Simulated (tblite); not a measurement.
# Geometry relaxation, with input and output: C$_{4}$H$_{11}$NSi$_{2}$

The run: geometry relaxation of C$_{4}$H$_{11}$NSi$_{2}$. Method and program: GFN2-xTB geometry optimisation, gas phase (tblite 0.8.0).

It belongs to a series of runs on one base structure; here: Si replaced by C.

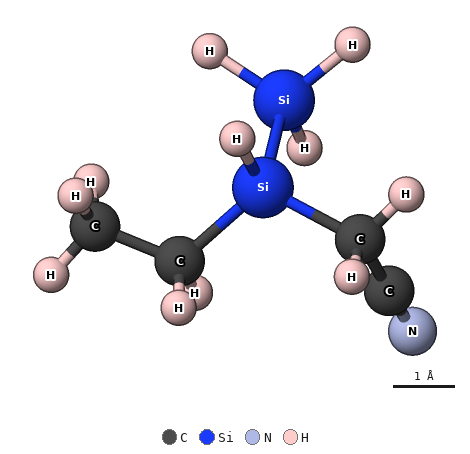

Fig. 1: The starting structure (ball-and-stick view, seen at a tilt).

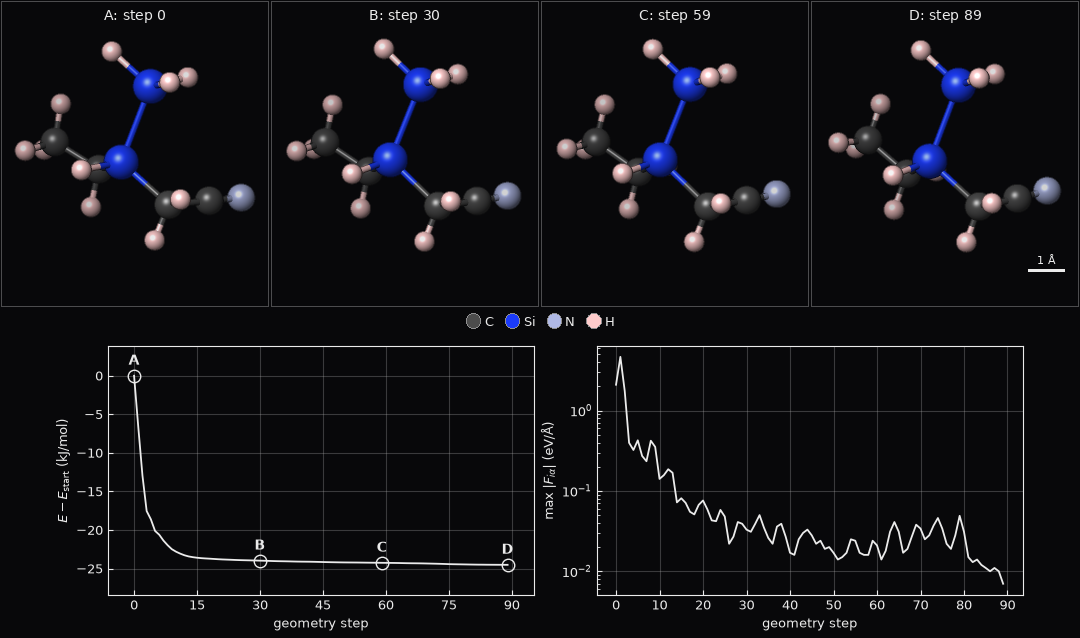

Fig. 2: Frames of the relaxation (ball-and-stick view, seen at a tilt) above the curves, on which the letters mark them (steps are counted from 0).

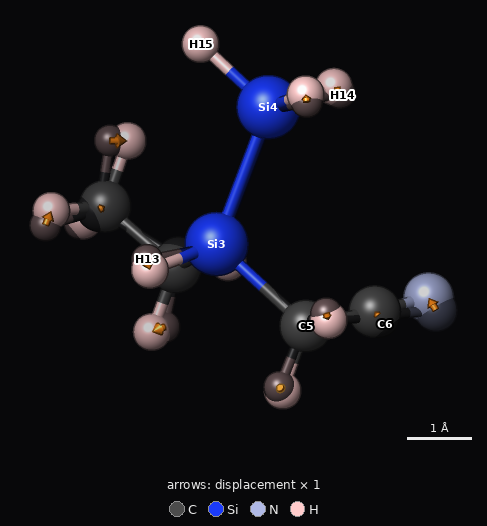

Fig. 3: Start (faint) and end (solid) with the displacements as orange arrows, at true length (ball-and-stick view, seen at a tilt). The two geometries are laid on each other by the best rigid fit. The largest move after the best rigid fit is that of H11, 0.31 Å. By element the largest moves are H 0.31 Å, N 0.23 Å, C 0.15 Å, Si 0.07 Å. Among the contacts that change: Si3–C5 1.856 → 1.936 Å, C5–C6 1.473 → 1.424 Å, C2–Si3 1.881 → 1.909 Å, Si3–H13 1.502 → 1.479 Å. Among the angles that change: Si4–Si3–H13 109.2° → 116.0°, C2–Si3–C5 112.4° → 105.9°, C5–Si3–H13 108.5° → 102.9°. The energy falls by 24.5 kJ/mol in 89 geometry steps. Largest force component: 2.1 eV/Å at the start, 0.007 eV/Å at the end. (Atoms are counted from 1 in the order of the input.)

These pictures come from the run below.

**Input**
```
{"job": {"kind": "relax", "xc": "GFN2-xTB", "basis": "xTB"}, "charge": 0, "multiplicity": 1}
C     -2.006300    -1.458600    -0.414600
C     -0.509200    -1.284600    -0.316600
Si     0.101800     0.168100     0.709600
Si    -0.417100     2.158700    -0.383900
C      1.935100     0.109300     0.995400
C      2.704400     0.092400    -0.260600
N      3.317200     0.084300    -1.249800
H     -2.475200    -0.594000    -0.906600
H     -2.248700    -2.354000    -0.996700
H     -2.480100    -1.567300     0.578300
H     -0.086800    -1.223000    -1.318600
H     -0.094200    -2.204000     0.141600
H     -0.590500     0.141000     2.042400
H      0.192700     2.160200    -1.733000
H     -1.893700     2.304900    -0.495300
H      0.123700     3.289900     0.424700
H      2.176700    -0.781200     1.575800
H      2.241300     0.964000     1.596300
```

The first line tells a small driver script what to run in tblite; the rest is the geometry in Å.

Run as:
```bash
OMP_NUM_THREADS=1 python <driver script> task.json out
```

**Output**
```
step      E/eV     max force
  0    -557.44360    2.508
  1    -557.51225    5.327
  2    -557.57775    2.196
  3    -557.62535    0.521
  4    -557.63643    0.337
  5    -557.65204    0.555
  6    -557.65718    0.329
  7    -557.66503    0.244
  8    -557.67128    0.426
  9    -557.67661    0.369
 10    -557.67995    0.161
 11    -557.68257    0.157
 12    -557.68475    0.187
 13    -557.68632    0.171
 14    -557.68733    0.088
 15    -557.68808    0.095
 16    -557.68863    0.088
 17    -557.68902    0.056
 18    -557.68934    0.052
 19    -557.68970    0.075
 20    -557.69007    0.093
 21    -557.69036    0.068
 22    -557.69058    0.048
 23    -557.69079    0.046
 24    -557.69103    0.063
 25    -557.69124    0.058
 26    -557.69140    0.035
 27    -557.69153    0.037
 28    -557.69167    0.043
 29    -557.69183    0.043
 30    -557.69199    0.041
 31    -557.69214    0.040
 32    -557.69232    0.040
 33    -557.69251    0.052
 34    -557.69267    0.036
 35    -557.69278    0.027
 36    -557.69287    0.028
 37    -557.69299    0.041
 38    -557.69313    0.043
 39    -557.69325    0.031
 40    -557.69333    0.023
 41    -557.69338    0.023
 42    -557.69345    0.031
 43    -557.69356    0.030
 44    -557.69370    0.034
 45    -557.69386    0.036
 46    -557.69399    0.029
 47    -557.69410    0.029
 48    -557.69420    0.026
 49    -557.69430    0.029
 50    -557.69438    0.023
 51    -557.69443    0.017
 52    -557.69447    0.017
 53    -557.69451    0.021
 54    -557.69458    0.029
 55    -557.69465    0.029
 56    -557.69472    0.018
 57    -557.69477    0.021
 58    -557.69483    0.020
 59    -557.69489    0.026
 60    -557.69496    0.022
 61    -557.69502    0.020
 62    -557.69508    0.022
 63    -557.69517    0.037
 64    -557.69530    0.045
 65    -557.69542    0.033
 66    -557.69550    0.020
 67    -557.69555    0.022
 68    -557.69562    0.038
 69    -557.69572    0.050
 70    -557.69586    0.044
 71    -557.69599    0.028
 72    -557.69612    0.035
 73    -557.69628    0.040
 74    -557.69647    0.051
 75    -557.69667    0.038
 76    -557.69680    0.027
 77    -557.69689    0.025
 78    -557.69698    0.033
 79    -557.69708    0.057
 80    -557.69719    0.034
 81    -557.69728    0.019
 82    -557.69736    0.018
 83    -557.69739    0.016
 84    -557.69746    0.013
 85    -557.69750    0.012
 86    -557.69753    0.011
 87    -557.69756    0.014
 88    -557.69759    0.011
 89    -557.69761    0.008
```

**Trajectory as extended XYZ (Å, eV, eV/Å), 12 of the 90 frames kept, from step=0 to step=89**
```
18
Properties=species:S:1:pos:R:3:forces:R:3 step=0 energy=-557.44360
C    -2.0063   -1.4586   -0.4146   -0.7460   0.1500   0.1270
C    -0.5092   -1.2846   -0.3166    0.4930  -0.9290   0.3050
Si    0.1018    0.1681    0.7096   -1.9400   1.0580  -0.0170
Si   -0.4171    2.1587   -0.3839   -0.0030   0.0660   0.0960
C     1.9351    0.1093    0.9954    1.7790  -0.3120  -0.7750
C     2.7044    0.0924   -0.2606    0.6080   0.0260  -0.6510
N     3.3172    0.0843   -1.2498   -1.3800   0.0010   2.0940
H    -2.4752   -0.5940   -0.9066    0.1730  -0.2640   0.1480
H    -2.2487   -2.3540   -0.9967    0.0110   0.1860   0.0950
H    -2.4801   -1.5673    0.5783    0.3260   0.0720  -0.4360
H    -0.0868   -1.2230   -1.3186    0.0340  -0.0380  -0.0870
H    -0.0942   -2.2040    0.1416   -0.1170   0.1560  -0.3020
H    -0.5905    0.1410    2.0424    0.3610  -0.1700  -0.2210
H     0.1927    2.1602   -1.7330   -0.1920   0.1590   0.2640
H    -1.8937    2.3049   -0.4953    0.4420   0.0740  -0.0310
H     0.1237    3.2899    0.4247   -0.2170  -0.2160  -0.3630
H     2.1767   -0.7812    1.5758    0.2530  -0.1070  -0.1100
H     2.2413    0.9640    1.5963    0.1150   0.0870  -0.1370
18
Properties=species:S:1:pos:R:3:forces:R:3 step=8 energy=-557.67128
C    -2.0121   -1.4640   -0.4160    0.0380  -0.0230  -0.0020
C    -0.4961   -1.3218   -0.3040   -0.0790  -0.0080  -0.0750
Si    0.0346    0.2070    0.7007    0.0790  -0.0690   0.0600
Si   -0.4238    2.1820   -0.3922   -0.0090  -0.0050   0.0120
C     1.9435    0.0944    1.0034    0.0570   0.0040   0.0670
C     2.6888    0.0885   -0.2059    0.0660  -0.0110  -0.4210
N     3.2651    0.0848   -1.1974   -0.0870   0.0000   0.1370
H    -2.4556   -0.5973   -0.9021    0.0500   0.0160   0.0080
H    -2.2729   -2.3470   -0.9984    0.0010   0.0220   0.0210
H    -2.4598   -1.5620    0.5695   -0.0170  -0.0090   0.0250
H    -0.0806   -1.2420   -1.3101    0.0500  -0.0230  -0.0390
H    -0.0876   -2.2381    0.1220    0.0170  -0.0480   0.0490
H    -0.5405    0.1016    2.0567    0.0380  -0.0600   0.0400
H     0.1703    2.2032   -1.7249   -0.0030   0.0720  -0.0650
H    -1.8710    2.3456   -0.5153   -0.0600   0.0900  -0.0480
H     0.0996    3.3101    0.3785   -0.0130   0.0930  -0.0360
H     2.2181   -0.8046    1.5535   -0.0720  -0.0220   0.1250
H     2.2711    0.9659    1.5703   -0.0570  -0.0180   0.1420
18
Properties=species:S:1:pos:R:3:forces:R:3 step=16 energy=-557.68863
C    -2.0038   -1.4660   -0.4144    0.0060   0.0050  -0.0010
C    -0.4872   -1.3352   -0.3060   -0.0340   0.0020  -0.0140
Si    0.0393    0.1996    0.7032    0.0260  -0.0190  -0.0040
Si   -0.4313    2.1893   -0.3943   -0.0050   0.0070   0.0040
C     1.9486    0.0858    1.0115    0.0040   0.0040   0.0260
C     2.6775    0.0834   -0.2121    0.0360  -0.0050  -0.0710
N     3.2397    0.0837   -1.2107   -0.0650  -0.0030   0.0590
H    -2.4328   -0.5902   -0.8969    0.0050   0.0070   0.0010
H    -2.2820   -2.3435   -0.9966    0.0330   0.0180  -0.0010
H    -2.4536   -1.5616    0.5714    0.0130   0.0090   0.0080
H    -0.0667   -1.2637   -1.3121    0.0140  -0.0100   0.0070
H    -0.0859   -2.2541    0.1262    0.0160   0.0120   0.0360
H    -0.5081    0.0607    2.0723    0.0010  -0.0090  -0.0340
H     0.1546    2.2434   -1.7330    0.0080  -0.0130  -0.0240
H    -1.8744    2.3920   -0.5394   -0.0340  -0.0020   0.0000
H     0.0824    3.3455    0.3449    0.0060   0.0160   0.0220
H     2.2091   -0.8107    1.5747   -0.0270  -0.0390  -0.0180
H     2.2657    0.9477    1.5996   -0.0020   0.0190   0.0050
18
Properties=species:S:1:pos:R:3:forces:R:3 step=24 energy=-557.69103
C    -1.9963   -1.4606   -0.4135    0.0090   0.0000  -0.0070
C    -0.4797   -1.3337   -0.3047   -0.0300   0.0030  -0.0120
Si    0.0444    0.2070    0.6938   -0.0020  -0.0230   0.0240
Si   -0.4368    2.1975   -0.3972    0.0050  -0.0120   0.0090
C     1.9500    0.0826    1.0169   -0.0210   0.0040  -0.0050
C     2.6718    0.0813   -0.2102    0.0250  -0.0020  -0.0580
N     3.2158    0.0810   -1.2186   -0.0290   0.0010   0.0400
H    -2.4256   -0.5839   -0.8949    0.0170  -0.0010   0.0000
H    -2.2713   -2.3371   -0.9985    0.0030   0.0120   0.0120
H    -2.4453   -1.5560    0.5730    0.0110   0.0000  -0.0110
H    -0.0563   -1.2786   -1.3103    0.0170  -0.0080   0.0100
H    -0.0828   -2.2463    0.1455    0.0090   0.0080   0.0070
H    -0.5055    0.0481    2.0582   -0.0170   0.0180   0.0020
H     0.1499    2.2423   -1.7360    0.0040   0.0060  -0.0210
H    -1.8814    2.3960   -0.5410   -0.0160  -0.0020   0.0030
H     0.0775    3.3510    0.3469    0.0000   0.0120   0.0060
H     2.1950   -0.8255    1.5693    0.0000   0.0160  -0.0040
H     2.2678    0.9413    1.6097    0.0160  -0.0310   0.0060
18
Properties=species:S:1:pos:R:3:forces:R:3 step=32 energy=-557.69232
C    -1.9882   -1.4564   -0.4170    0.0240  -0.0050   0.0020
C    -0.4724   -1.3335   -0.3013   -0.0050   0.0090   0.0120
Si    0.0399    0.2112    0.6968    0.0330   0.0020   0.0200
Si   -0.4396    2.1998   -0.3991    0.0000  -0.0100   0.0120
C     1.9463    0.0775    1.0165   -0.0010  -0.0060   0.0020
C     2.6608    0.0789   -0.2155    0.0090  -0.0020  -0.0390
N     3.1972    0.0802   -1.2278   -0.0200   0.0030   0.0300
H    -2.4109   -0.5763   -0.8987    0.0070  -0.0260   0.0050
H    -2.2664   -2.3326   -1.0006    0.0050   0.0170   0.0040
H    -2.4354   -1.5500    0.5707   -0.0150   0.0070  -0.0230
H    -0.0368   -1.2904   -1.3024   -0.0030   0.0110   0.0140
H    -0.0774   -2.2396    0.1635   -0.0110  -0.0150  -0.0010
H    -0.5220    0.0568    2.0581    0.0080   0.0140  -0.0160
H     0.1428    2.2469   -1.7404   -0.0010   0.0050  -0.0050
H    -1.8858    2.3934   -0.5372   -0.0120   0.0000  -0.0030
H     0.0701    3.3546    0.3467    0.0030   0.0070  -0.0030
H     2.1871   -0.8376    1.5589   -0.0050  -0.0050  -0.0040
H     2.2820    0.9237    1.6171   -0.0160  -0.0070  -0.0060
18
Properties=species:S:1:pos:R:3:forces:R:3 step=40 energy=-557.69333
C    -1.9786   -1.4531   -0.4193   -0.0050  -0.0050  -0.0110
C    -0.4650   -1.3346   -0.2880   -0.0010   0.0080   0.0000
Si    0.0414    0.2154    0.7018    0.0110   0.0130   0.0160
Si   -0.4441    2.2007   -0.3977    0.0010  -0.0010  -0.0010
C     1.9454    0.0667    1.0151    0.0060   0.0010   0.0010
C     2.6501    0.0747   -0.2227    0.0080   0.0030  -0.0010
N     3.1782    0.0830   -1.2391   -0.0060   0.0010   0.0030
H    -2.3928   -0.5740   -0.9084   -0.0030   0.0020  -0.0070
H    -2.2524   -2.3284   -1.0046   -0.0060  -0.0150  -0.0090
H    -2.4400   -1.5423    0.5618   -0.0050   0.0020  -0.0070
H    -0.0189   -1.2898   -1.2841   -0.0060  -0.0120  -0.0070
H    -0.0778   -2.2431    0.1789   -0.0020   0.0060   0.0100
H    -0.5301    0.0778    2.0589    0.0130   0.0020   0.0170
H     0.1329    2.2544   -1.7410    0.0010  -0.0050  -0.0060
H    -1.8918    2.3880   -0.5339   -0.0040  -0.0010   0.0030
H     0.0639    3.3602    0.3422   -0.0020   0.0020   0.0040
H     2.1826   -0.8550    1.5475   -0.0020  -0.0010  -0.0030
H     2.2881    0.9056    1.6210    0.0010  -0.0010  -0.0020
18
Properties=species:S:1:pos:R:3:forces:R:3 step=49 energy=-557.69430
C    -1.9750   -1.4514   -0.4312   -0.0150   0.0000  -0.0070
C    -0.4646   -1.3304   -0.2733   -0.0020   0.0000   0.0030
Si    0.0430    0.2233    0.7119    0.0200   0.0130   0.0160
Si   -0.4483    2.2028   -0.3964    0.0000  -0.0100   0.0080
C     1.9488    0.0576    1.0143   -0.0010   0.0050  -0.0050
C     2.6435    0.0733   -0.2290   -0.0010   0.0060  -0.0060
N     3.1577    0.0888   -1.2525    0.0010   0.0000   0.0100
H    -2.3800   -0.5771   -0.9356   -0.0080   0.0160  -0.0090
H    -2.2370   -2.3311   -1.0156    0.0000  -0.0160  -0.0070
H    -2.4571   -1.5343    0.5401   -0.0020   0.0060   0.0120
H    -0.0058   -1.2970   -1.2641    0.0160   0.0020   0.0000
H    -0.0847   -2.2343    0.2076   -0.0040  -0.0140   0.0100
H    -0.5103    0.1024    2.0792   -0.0010  -0.0130  -0.0100
H     0.1222    2.2532   -1.7428    0.0010  -0.0030   0.0020
H    -1.8983    2.3789   -0.5260   -0.0030   0.0030   0.0000
H     0.0544    3.3672    0.3396    0.0000   0.0000  -0.0030
H     2.1812   -0.8727    1.5345   -0.0030   0.0120  -0.0040
H     2.3016    0.8871    1.6275    0.0020  -0.0070  -0.0070
18
Properties=species:S:1:pos:R:3:forces:R:3 step=57 energy=-557.69477
C    -1.9750   -1.4482   -0.4406   -0.0010   0.0060   0.0080
C    -0.4661   -1.3289   -0.2628    0.0080  -0.0040  -0.0010
Si    0.0446    0.2264    0.7193    0.0010   0.0030   0.0090
Si   -0.4521    2.2016   -0.3928    0.0000  -0.0020   0.0030
C     1.9516    0.0567    1.0111   -0.0040   0.0000  -0.0040
C     2.6404    0.0764   -0.2352    0.0040  -0.0040  -0.0010
N     3.1521    0.0932   -1.2599    0.0000   0.0040   0.0020
H    -2.3763   -0.5770   -0.9540    0.0130   0.0020  -0.0160
H    -2.2293   -2.3337   -1.0207   -0.0010   0.0100  -0.0020
H    -2.4667   -1.5237    0.5264   -0.0100  -0.0010   0.0100
H     0.0103   -1.3017   -1.2455   -0.0040  -0.0070  -0.0160
H    -0.0981   -2.2328    0.2277    0.0020  -0.0070   0.0110
H    -0.5022    0.1020    2.0879   -0.0050  -0.0060   0.0040
H     0.1169    2.2483   -1.7399    0.0010  -0.0050  -0.0010
H    -1.9023    2.3757   -0.5211   -0.0040   0.0000   0.0000
H     0.0490    3.3710    0.3358    0.0020   0.0020   0.0040
H     2.1806   -0.8782    1.5244    0.0070   0.0050  -0.0050
H     2.3137    0.8793    1.6280   -0.0100   0.0020  -0.0060
18
Properties=species:S:1:pos:R:3:forces:R:3 step=65 energy=-557.69542
C    -1.9725   -1.4389   -0.4508    0.0060  -0.0010  -0.0010
C    -0.4665   -1.3324   -0.2460    0.0210  -0.0060   0.0010
Si    0.0447    0.2259    0.7317   -0.0230  -0.0040  -0.0180
Si   -0.4588    2.1991   -0.3839    0.0000  -0.0110  -0.0020
C     1.9537    0.0555    1.0027    0.0020   0.0020   0.0030
C     2.6370    0.0821   -0.2467   -0.0130   0.0000   0.0290
N     3.1487    0.1041   -1.2710    0.0100   0.0040  -0.0310
H    -2.3519   -0.5714   -0.9868   -0.0010   0.0030   0.0090
H    -2.2211   -2.3286   -1.0262   -0.0170  -0.0070  -0.0020
H    -2.4852   -1.4991    0.5067   -0.0070   0.0140  -0.0070
H     0.0247   -1.3220   -1.2219    0.0090  -0.0010  -0.0030
H    -0.1150   -2.2339    0.2617   -0.0080  -0.0040  -0.0010
H    -0.4974    0.0910    2.1018    0.0100   0.0100  -0.0020
H     0.1090    2.2339   -1.7323   -0.0010  -0.0020   0.0020
H    -1.9094    2.3720   -0.5137    0.0040  -0.0020   0.0060
H     0.0435    3.3755    0.3331    0.0000  -0.0060   0.0060
H     2.1888   -0.8814    1.5088    0.0040  -0.0050   0.0060
H     2.3188    0.8750    1.6211    0.0040   0.0150   0.0070
18
Properties=species:S:1:pos:R:3:forces:R:3 step=73 energy=-557.69628
C    -1.9700   -1.4282   -0.4653    0.0030   0.0120   0.0010
C    -0.4657   -1.3471   -0.2329    0.0100   0.0100   0.0180
Si    0.0458    0.2161    0.7372   -0.0190   0.0090  -0.0100
Si   -0.4653    2.1890   -0.3743   -0.0010  -0.0100  -0.0070
C     1.9569    0.0596    0.9956    0.0090  -0.0030   0.0050
C     2.6345    0.0929   -0.2566   -0.0220   0.0060   0.0290
N     3.1400    0.1215   -1.2837    0.0160   0.0010  -0.0370
H    -2.3190   -0.5600   -1.0204   -0.0020  -0.0040  -0.0220
H    -2.2297   -2.3219   -1.0297    0.0000   0.0040  -0.0050
H    -2.5069   -1.4571    0.4807    0.0260  -0.0060   0.0070
H     0.0474   -1.3529   -1.1985   -0.0210  -0.0170   0.0190
H    -0.1371   -2.2460    0.2952   -0.0210  -0.0010  -0.0230
H    -0.4827    0.0877    2.1128    0.0010   0.0010  -0.0010
H     0.1003    2.2142   -1.7237   -0.0060   0.0100  -0.0020
H    -1.9158    2.3658   -0.4989    0.0030  -0.0060   0.0030
H     0.0394    3.3670    0.3385    0.0040  -0.0100   0.0030
H     2.2017   -0.8759    1.4990    0.0090  -0.0100   0.0130
H     2.3173    0.8816    1.6131    0.0090   0.0130   0.0090
18
Properties=species:S:1:pos:R:3:forces:R:3 step=81 energy=-557.69728
C    -1.9650   -1.4096   -0.4866   -0.0010   0.0050   0.0020
C    -0.4667   -1.3629   -0.2116   -0.0050   0.0000  -0.0040
Si    0.0496    0.2059    0.7469    0.0150  -0.0060  -0.0060
Si   -0.4744    2.1729   -0.3660    0.0000   0.0080  -0.0060
C     1.9649    0.0641    0.9907    0.0080  -0.0030   0.0000
C     2.6280    0.1084   -0.2693    0.0010   0.0030   0.0010
N     3.1207    0.1461   -1.3028   -0.0070  -0.0010   0.0100
H    -2.2755   -0.5482   -1.0745   -0.0030  -0.0010   0.0020
H    -2.2328   -2.3103   -1.0366   -0.0010   0.0060   0.0110
H    -2.5226   -1.4011    0.4475   -0.0150  -0.0040  -0.0110
H     0.0708   -1.3998   -1.1623    0.0060  -0.0040   0.0070
H    -0.1820   -2.2636    0.3378    0.0090   0.0110  -0.0030
H    -0.4641    0.0871    2.1284   -0.0090  -0.0080   0.0050
H     0.0827    2.1993   -1.7188   -0.0100   0.0100  -0.0020
H    -1.9257    2.3516   -0.4778    0.0040  -0.0080  -0.0010
H     0.0365    3.3487    0.3463    0.0030  -0.0060  -0.0020
H     2.2232   -0.8708    1.4896    0.0050   0.0030   0.0010
H     2.3237    0.8884    1.6073    0.0000  -0.0040  -0.0050
18
Properties=species:S:1:pos:R:3:forces:R:3 step=89 energy=-557.69761
C    -1.9633   -1.4016   -0.4950    0.0030   0.0000  -0.0020
C    -0.4680   -1.3669   -0.2023    0.0030  -0.0050   0.0030
Si    0.0541    0.2026    0.7513    0.0030  -0.0040  -0.0060
Si   -0.4768    2.1664   -0.3643   -0.0010   0.0070  -0.0040
C     1.9704    0.0639    0.9906    0.0030  -0.0010  -0.0020
C     2.6255    0.1135   -0.2732    0.0000   0.0030   0.0030
N     3.1093    0.1562   -1.3106    0.0010  -0.0020   0.0020
H    -2.2572   -0.5437   -1.0961   -0.0060   0.0010  -0.0030
H    -2.2326   -2.3057   -1.0382   -0.0010   0.0020  -0.0020
H    -2.5357   -1.3786    0.4299    0.0020   0.0030   0.0000
H     0.0818   -1.4187   -1.1452   -0.0040   0.0040   0.0000
H    -0.1981   -2.2648    0.3584    0.0040  -0.0050   0.0050
H    -0.4597    0.0833    2.1329   -0.0020  -0.0020   0.0050
H     0.0688    2.2012   -1.7213   -0.0020   0.0000  -0.0010
H    -1.9291    2.3402   -0.4692    0.0010  -0.0030   0.0050
H     0.0372    3.3407    0.3481    0.0000   0.0020  -0.0010
H     2.2355   -0.8706    1.4864   -0.0020   0.0040   0.0010
H     2.3291    0.8890    1.6062    0.0000  -0.0050  -0.0020
```

**Key numbers**

- outcome: converged
- total energy: −557.6976 eV
- hardware: 1 CPU thread, shared host
- wall time: 1.2 s
- peak memory: 0.18 GiB
